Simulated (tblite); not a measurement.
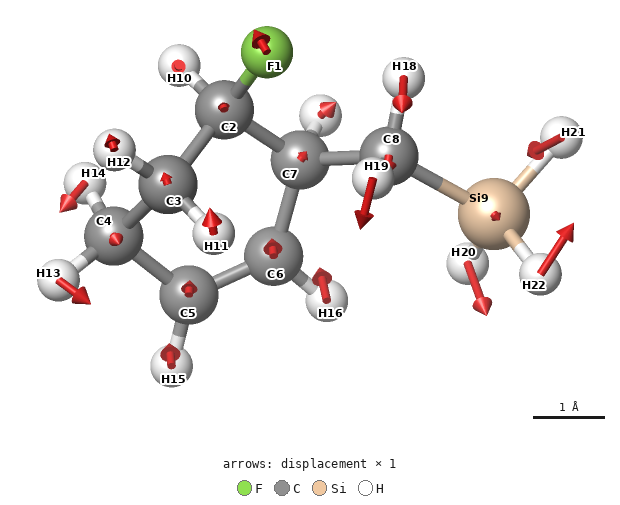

A relaxation of C$_{7}$H$_{13}$FSi. The starting structure is drawn; red arrows show the displacements, at their true length. The two geometries are superimposed by the best rigid fit.

A ball-and-stick model, seen at a tilt.

The calculation used tblite, GFN2-xTB geometry optimisation, gas phase. 

Q: Which element moves most?

A: Hydrogen: up to 1.07 Å, against 0.45 Å for fluorine.

Q: What did the optimiser do to the structure, and how much energy did it gain?

A: An H atom moves most after the best rigid fit: 1.07 Å. By element the largest moves are H 1.07 Å, F 0.45 Å, C 0.36 Å, Si 0.13 Å. Among the contacts that change: C–Si 1.847 → 1.901 Å, C–H 1.126 → 1.097 Å, C–C 1.472 → 1.499 Å, C–C 1.511 → 1.534 Å. Among the angles between lasting bonds that change: C–C–C 103.4° → 111.6°, C–C–C 104.5° → 112.4°, H–C–H 113.6° → 107.0°. Groups turn about C–Si by about 65°, C–C by about 30°, C–C by about 25°. After 163 geometry steps the energy has fallen by 0.782 eV. The run took 2.5 s on 1 thread of Arm Neoverse N1, on a shared host.
